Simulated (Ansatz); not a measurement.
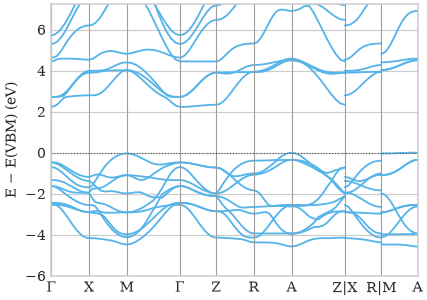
Figure: Band structure from DFT-r²SCAN in the program Ansatz with PAW potentials

Task: Read off the gap and where the band edges lie.

Result: About 2.2 eV (2.23 eV by a search for the band edges); maximum at A, minimum at Γ.

Task: Pick the material that matches.
(A) TeO2, P4_12_12 (Te on 4a, O on 8b)
(B) MgO, P4_2/mnm (Mg on 4g, O on 4f)
(C) BaCdAsF, P4/nmm (Ba on 2c, Cd on 2b, As on 2c, F on 2a)
(D) BaTiO3, P4mm (Ti on 1b, Ba on 1a, O on 1b, O on 2c)

Result: D, BaTiO3, P4mm (Ti on 1b, Ba on 1a, O on 1b, O on 2c)

Symmetry was held in the r²SCAN relaxation. No spin polarisation was allowed. Scalar-relativistic: spin–orbit coupling is off unless named, which matters more the heavier the elements.

Potentials: the later of the program's two PAW sets.
